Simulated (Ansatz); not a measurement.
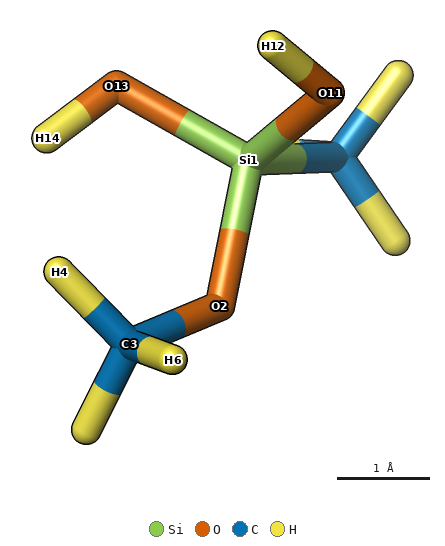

Fig. 1: The structure as given in the input (stick view, seen at a tilt; atoms are numbered from 1 in the order of the input). Bond lengths as drawn: C–H 1.11 Å, C–O 1.42 Å, C–Si 1.87 Å, H–O 1.01 Å and O–Si 1.68 Å.

Geometry relaxation, with input and output: C₂H₈O₃Si (part 1 of 2)

- system: C₂H₈O₃Si
- method: RKS CAM-B3LYP-D4/6-31G (Ansatz 0.2.0)

It belongs to a series of runs on one base structure; here: start relaxed. Figures and captions count atoms from 1; the log counts them from 0 in places.

### Input file
```yaml
crystal:
  periodic: [false, false, false]
  atoms:
    - { symbol: Si, position_ang: [0.0, 0.0, 0.0] }
    - { symbol: O, position_ang: [0.0, 0.0, 1.68] }
    - { symbol: C, position_ang: [-1.1112, -0.3437, 2.4945] }
    - { symbol: H, position_ang: [-1.814, -0.9775, 1.9143] }
    - { symbol: H, position_ang: [-0.7584, -0.9037, 3.3856] }
    - { symbol: H, position_ang: [-1.6313, 0.5809, 2.8212] }
    - { symbol: C, position_ang: [1.7634, 0.0, -0.6227] }
    - { symbol: H, position_ang: [2.1111, -1.0463, -0.7509] }
    - { symbol: H, position_ang: [1.8119, 0.5276, -1.5981] }
    - { symbol: H, position_ang: [2.4154, 0.5187, 0.1108] }
    - { symbol: O, position_ang: [-0.7913, 1.3709, -0.5594] }
    - { symbol: H, position_ang: [-1.7491, 1.1401, -0.7818] }
    - { symbol: O, position_ang: [-0.7913, -1.3709, -0.5594] }
    - { symbol: H, position_ang: [-1.2459, -1.8365, 0.2129] }
basis:
  gaussian: { orbitals: "6-31G" }
hamiltonian:
  xc: cam_b3lyp
  dispersion: d4
relax:
  f_tol: 0.02
  max_steps: 40
output:
  orbitals: {}
```

Launch command:
```bash
ansatz run input.yaml --threads 2 --pin off --max-ram 3072MiB --backend cpu --events-out ev --progress --plain --runs-dir out
```

### Log
```
The last accepted step is kept in [file] (removed where the run ends without a failure and the disk answers)
Engine: ansatz 0.2.0, aarch64-unknown-linux-gnu
Functional definition: CAM-B3LYP
  parameter alpha = 0.19
  parameter beta = 0.46
  parameter omega = 0.33/bohr
  parameter ac = 0.81
  exchange = (1 - alpha - beta)*b88_x + beta*b88_x_sr(omega) + alpha*exact_x + beta*exact_x_lr(omega)
  correlation = (1 - ac)*vwn5_c + ac*lyp_c
973 factors; integrals over basis functions are off by at most 1.7e-4 eV
422 factors; integrals over basis functions are off by at most 3.5e-7 eV
mean field evaluation 1: about -16207.8938 eV, gradient 7.5e1 eV
mean field evaluation 2: about -16205.2820 eV, gradient 8.7e1 eV
mean field evaluation 4: about -16218.4294 eV, gradient 1.8e0 eV
mean field evaluation 8: about -16218.4761 eV, gradient 1.5e-1 eV
mean field evaluation 16: about -16218.4762 eV, gradient 7.1e-5 eV
mean field -16218.47617652 eV, -596.0180062092 hartree, gradient 7.1e-5 eV, S^2 0.000000; 0 other end points of the search recorded, 0 dependent functions left out
the calculation of the forces begins
reference -16218.47629040 eV, -596.0180103940 hartree; 29, 29 occupied and 45, 45 virtual orbitals, 973 factors
relax step   1: F+E_penalty+E_count = -16218.72727416 eV  Δ(F+E_penalty+E_count) = +0.000e0 eV  max|allowed force component| = 2.954e0 eV/Å  Δτ_max = 0.0000 Å  (27 SCF iters, accepted)
these checks for a lower state are left out or cut short: starts, cluster_reference, orbital_swaps, neighbouring_geometries, increment
973 factors; integrals over basis functions are off by at most 1.8e-4 eV
422 factors; integrals over basis functions are off by at most 3.5e-7 eV
mean field -16218.82213069 eV, -596.0307197904 hartree, gradient 1.5e-5 eV, S^2 0.000000; 0 other end points of the search recorded, 0 dependent functions left out
[... from here on the field's lines of each further geometry are left out, up to the last ...]
relax step   2: F+E_penalty+E_count = -16219.07134078 eV  Δ(F+E_penalty+E_count) = -3.441e-1 eV  max|allowed force component| = 1.159e0 eV/Å  Δτ_max = 0.1847 Å  (31 SCF iters, accepted)
relax step   3: F+E_penalty+E_count = -16219.19878074 eV  Δ(F+E_penalty+E_count) = -1.274e-1 eV  max|allowed force component| = 4.350e-1 eV/Å  Δτ_max = 0.1752 Å  (31 SCF iters, accepted)
relax step   4: F+E_penalty+E_count = -16219.24057753 eV  Δ(F+E_penalty+E_count) = -4.180e-2 eV  max|allowed force component| = 5.467e-1 eV/Å  Δτ_max = 0.2000 Å  (31 SCF iters, accepted)
relax step   5: F+E_penalty+E_count = -16219.26035664 eV  Δ(F+E_penalty+E_count) = -1.978e-2 eV  max|allowed force component| = 8.463e-1 eV/Å  Δτ_max = 0.1534 Å  (31 SCF iters, accepted)
relax step   6: F+E_penalty+E_count = -16219.30285263 eV  Δ(F+E_penalty+E_count) = -4.250e-2 eV  max|allowed force component| = 1.295e-1 eV/Å  Δτ_max = 0.2000 Å  (30 SCF iters, accepted)
relax step   7: F+E_penalty+E_count = -16219.30878902 eV  Δ(F+E_penalty+E_count) = -5.936e-3 eV  max|allowed force component| = 1.243e-1 eV/Å  Δτ_max = 0.1599 Å  (29 SCF iters, accepted)
relax step   8: F+E_penalty+E_count = -16219.31217051 eV  Δ(F+E_penalty+E_count) = -3.381e-3 eV  max|allowed force component| = 1.611e-1 eV/Å  Δτ_max = 0.0844 Å  (31 SCF iters, accepted)
relax step   9: F+E_penalty+E_count = -16219.31392148 eV  Δ(F+E_penalty+E_count) = -1.751e-3 eV  max|allowed force component| = 9.766e-2 eV/Å  Δτ_max = 0.0595 Å  (31 SCF iters, accepted)
relax step  10: F+E_penalty+E_count = -16219.31642096 eV  Δ(F+E_penalty+E_count) = -2.499e-3 eV  max|allowed force component| = 2.410e-2 eV/Å  Δτ_max = 0.0692 Å  (30 SCF iters, accepted)
relax step  11: F+E_penalty+E_count = -16219.31687119 eV  Δ(F+E_penalty+E_count) = -4.502e-4 eV  max|allowed force component| = 1.108e-1 eV/Å  Δτ_max = 0.0736 Å  (30 SCF iters, accepted)
relax step  12: F+E_penalty+E_count = -16219.31751965 eV  Δ(F+E_penalty+E_count) = -6.485e-4 eV  max|allowed force component| = 4.975e-2 eV/Å  Δτ_max = 0.0088 Å  (24 SCF iters, accepted)
relax step  13: F+E_penalty+E_count = -16219.31787645 eV  Δ(F+E_penalty+E_count) = -3.568e-4 eV  max|allowed force component| = 9.210e-3 eV/Å  Δτ_max = 0.0248 Å  (31 SCF iters, accepted)
relax step  14: F+E_penalty+E_count = -16219.31808085 eV  Δ(F+E_penalty+E_count) = -2.044e-4 eV  max|allowed force component| = 1.548e-2 eV/Å  Δτ_max = 0.0420 Å  (31 SCF iters, accepted)
the calculation of the forces begins
reference -16219.07005868 eV, -596.0398309759 hartree; 29, 29 occupied and 45, 45 virtual orbitals, 973 factors
relax step  15: F+E_penalty+E_count = -16219.31813347 eV  Δ(F+E_penalty+E_count) = -5.262e-5 eV  max|allowed force component| = 1.505e-2 eV/Å  Δτ_max = 0.0239 Å  (31 SCF iters, accepted)
973 factors; integrals over basis functions are off by at most 1.8e-4 eV
422 factors; integrals over basis functions are off by at most 3.5e-7 eV
mean field evaluation 128: about -16219.0699 eV, gradient 6.0e-4 eV
```

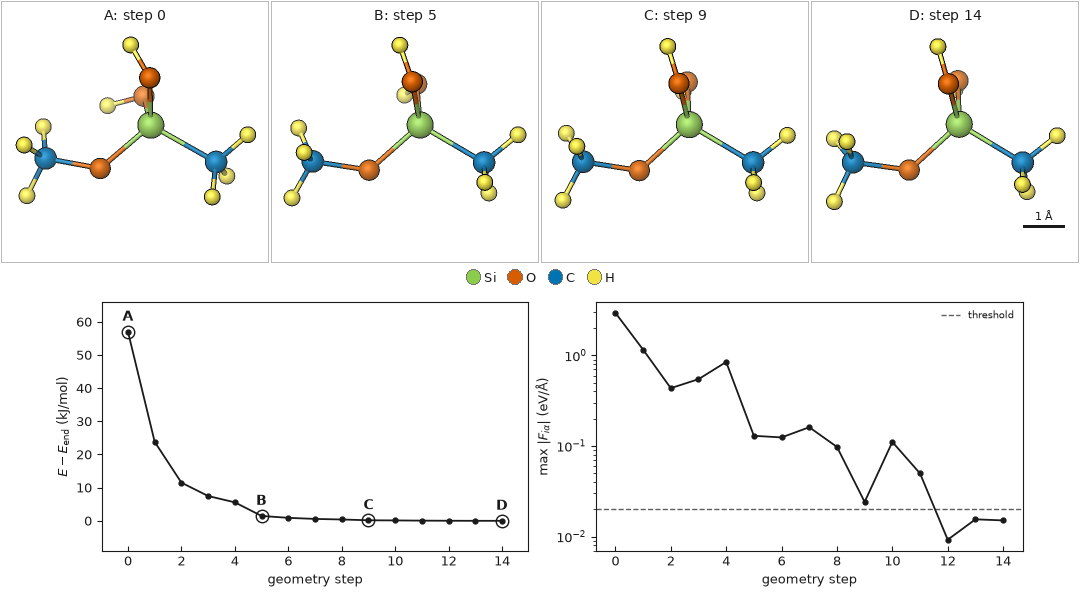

Fig. 2: Frames of the relaxation (ball-and-stick view, seen on its broad side) above the curves, on which the letters mark them (the first geometry is step 0 here and step 1 in the log).

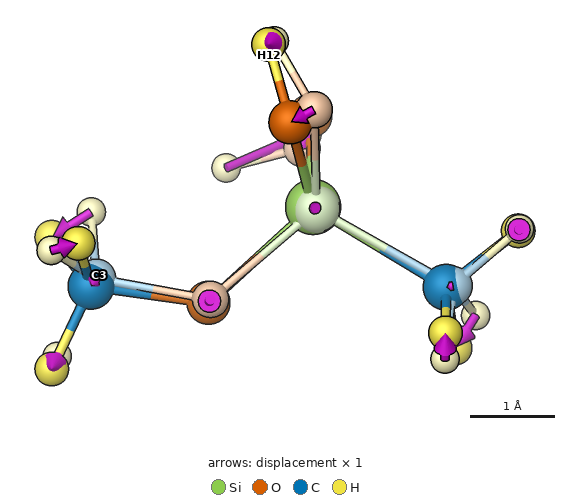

Fig. 3: Start (faint) and end (solid) with the displacements as pink arrows, at true length (ball-and-stick view, seen on its broad side). The two geometries are laid on each other by the best rigid fit. After 14 geometry steps the energy has fallen by 57.0 kJ/mol. The largest force component goes from 3 to 0.015 eV/Å. The largest move after the best rigid fit is that of H14, 1.13 Å. By element the largest moves are H 1.13 Å, O 0.51 Å, C 0.13 Å, Si 0.13 Å. Distances before and after: O11–H12 1.010 → 0.966 Å, Si1–O13 1.679 → 1.707 Å, C3–H5 1.110 → 1.090 Å, O2–C3 1.420 → 1.438 Å. Among the angles that change: Si1–O13–H14 109.5° → 127.3°, Si1–O11–H12 109.5° → 124.1°, O11–Si1–O13 109.5° → 103.0°. (Atoms are counted from 1 in the order of the input.)

```
mean field -16219.06994189 eV, -596.0398266842 hartree, gradient 1.5e-5 eV, S^2 0.000000; 1 other end points of the search recorded, 0 dependent functions left out
the calculation of the forces begins
reference -16219.07005868 eV, -596.0398309759 hartree; 29, 29 occupied and 45, 45 virtual orbitals, 973 factors
Total energy: -16219.31825025 eV, -596.0489518480 hartree
Atom 0 at    -0.052720    -0.124017    -0.002754 Å, force     0.001987    -0.003463    -0.002165 eV/Å
Atom 1 at    -0.035416    -0.503337     1.650767 Å, force     0.005486    -0.002614     0.004812 eV/Å
Atom 2 at    -1.081850    -0.284548     2.612970 Å, force    -0.011725     0.000802     0.006008 eV/Å
Atom 3 at    -1.899512    -0.999607     2.469724 Å, force     0.010469     0.010800     0.004387 eV/Å
Atom 4 at    -0.650684    -0.428987     3.603836 Å, force    -0.006769     0.003115    -0.015053 eV/Å
Atom 5 at    -1.476937     0.733320     2.532522 Å, force     0.003507    -0.013092     0.003174 eV/Å
Atom 6 at     1.722530    -0.028530    -0.549091 Å, force    -0.004280    -0.000409     0.000143 eV/Å
Atom 7 at     2.260694    -0.939348    -0.277711 Å, force    -0.001487     0.000968    -0.000235 eV/Å
Atom 8 at     1.786502     0.114375    -1.629385 Å, force     0.001859     0.000521    -0.001004 eV/Å
Atom 9 at     2.210555     0.814824    -0.056267 Å, force     0.000262     0.000047    -0.000328 eV/Å
Atom 10 at    -0.861365     1.342547    -0.259736 Å, force    -0.003651     0.004810    -0.000311 eV/Å
Atom 11 at    -1.731992     1.416589    -0.672457 Å, force     0.003827    -0.002011     0.001032 eV/Å
Atom 12 at    -1.005271    -1.245395    -0.867840 Å, force     0.001083    -0.005562    -0.000808 eV/Å
Atom 13 at    -0.975233    -2.208286    -0.807576 Å, force    -0.000568     0.006089     0.000349 eV/Å
Dipole moment:    -0.159551    -0.311007     0.003902 e Å
```

### Trajectory as extended XYZ (Å, eV, eV/Å), 15 frames, from step=1 to step=15
```
14
Properties=species:S:1:pos:R:3:forces:R:3 step=1 energy=-16218.72727
Si    0.0000    0.0000    0.0000    2.9543   0.8354  -0.5211
O     0.0000    0.0000    1.6800    0.3566  -0.3143   0.5102
C    -1.1112   -0.3437    2.4945   -0.4686   0.0666   0.6478
H    -1.8140   -0.9775    1.9143   -0.0770   0.1495   0.5541
H    -0.7584   -0.9037    3.3856   -0.2238   0.3147  -0.5320
H    -1.6313    0.5809    2.8212    0.1304  -0.5514  -0.1024
C     1.7634    0.0000   -0.6227    0.2291   0.0945   0.0585
H     2.1111   -1.0463   -0.7509   -0.1205   0.6053   0.0665
H     1.8119    0.5276   -1.5981    0.0625  -0.3206   0.5375
H     2.4154    0.5187    0.1108   -0.2685  -0.2701  -0.4770
O    -0.7913    1.3709   -0.5594   -2.5087  -0.1371  -0.7414
H    -1.7491    1.1401   -0.7818    1.2043   1.0422   0.0492
O    -0.7913   -1.3709   -0.5594   -1.6756  -1.4937   1.5917
H    -1.2459   -1.8365    0.2129    0.4055  -0.0210  -1.6416
14
Properties=species:S:1:pos:R:3:forces:R:3 step=2 energy=-16219.07134
Si    0.0118   -0.0210   -0.0268    1.1080   0.4741  -0.1343
O     0.0018   -0.0814    1.6684   -0.1807  -0.3627   0.2957
C    -1.1164   -0.3300    2.5360   -0.3263   0.0282   0.2038
H    -1.9214   -0.9295    2.0567    0.3369   0.2281   0.0807
H    -0.7644   -0.8863    3.4112    0.0422   0.0902  -0.1454
H    -1.5579    0.6177    2.8788    0.1206  -0.1685  -0.1308
C     1.7805    0.0171   -0.6194    0.0576   0.0437   0.0321
H     2.1598   -1.0056   -0.7332   -0.0541   0.1538   0.0421
H     1.8445    0.5247   -1.5888   -0.0205  -0.0873   0.1252
H     2.4174    0.5507    0.0964   -0.1304  -0.0620  -0.0963
O    -0.8242    1.3608   -0.5653   -1.1586  -0.3882  -0.3883
H    -1.7601    1.1944   -0.8405    0.6754   0.5438   0.0862
O    -0.8196   -1.3914   -0.6116   -0.7991  -0.7349   1.0500
H    -1.2423   -1.9607    0.0850    0.3289   0.2416  -1.0208
14
Properties=species:S:1:pos:R:3:forces:R:3 step=3 energy=-16219.19878
Si    0.0121   -0.0514   -0.0338   -0.2311   0.1208   0.0152
O     0.0140   -0.1845    1.6687   -0.1168  -0.1043  -0.0313
C    -1.1051   -0.3149    2.5691   -0.0567   0.1084  -0.2605
H    -1.9464   -0.8579    2.1049    0.1384   0.0770   0.0873
H    -0.7658   -0.8741    3.4393    0.0213   0.0069   0.0572
H    -1.4609    0.6742    2.8818    0.0662  -0.1044  -0.0296
C     1.7791    0.0299   -0.6021   -0.0640  -0.0019   0.0274
H     2.1941   -0.9760   -0.6807    0.0288  -0.0182   0.0231
H     1.8408    0.5129   -1.5768    0.0031   0.0094  -0.0638
H     2.3742    0.6012    0.1114    0.0013   0.0286   0.0240
O    -0.8567    1.3328   -0.5599    0.2030  -0.4350   0.1152
H    -1.7697    1.2436   -0.8681   -0.0871   0.1384  -0.0702
O    -0.8560   -1.4086   -0.6527    0.0297   0.2296   0.3252
H    -1.2444   -2.0674   -0.0539    0.0638  -0.0552  -0.2192
14
Properties=species:S:1:pos:R:3:forces:R:3 step=4 energy=-16219.24058
Si   -0.0155   -0.0822    0.0046    0.2243   0.2024  -0.5467
O     0.0241   -0.2891    1.6928   -0.2235  -0.0484  -0.1488
C    -1.0985   -0.3187    2.5927    0.0362   0.1041   0.1482
H    -1.9673   -0.8323    2.1613    0.0439  -0.0274  -0.0170
H    -0.7779   -0.8531    3.4882   -0.0541   0.0365  -0.0078
H    -1.3956    0.7003    2.8636    0.0288  -0.0623  -0.0080
C     1.7441    0.0344   -0.5904    0.1230  -0.0798   0.0992
H     2.2319   -0.9435   -0.5335    0.0121   0.0858   0.0297
H     1.7799    0.3806   -1.6273   -0.0792  -0.0373   0.0868
H     2.3049    0.7412    0.0308   -0.0761  -0.0749  -0.0634
O    -0.8240    1.3309   -0.5085   -0.2230  -0.2159   0.1268
H    -1.7151    1.3290   -0.8952    0.1795   0.0300   0.1002
O    -0.8927   -1.3751   -0.7115   -0.1262  -0.1149   0.4741
H    -1.1888   -2.1629   -0.2206    0.1343   0.2022  -0.2732
```
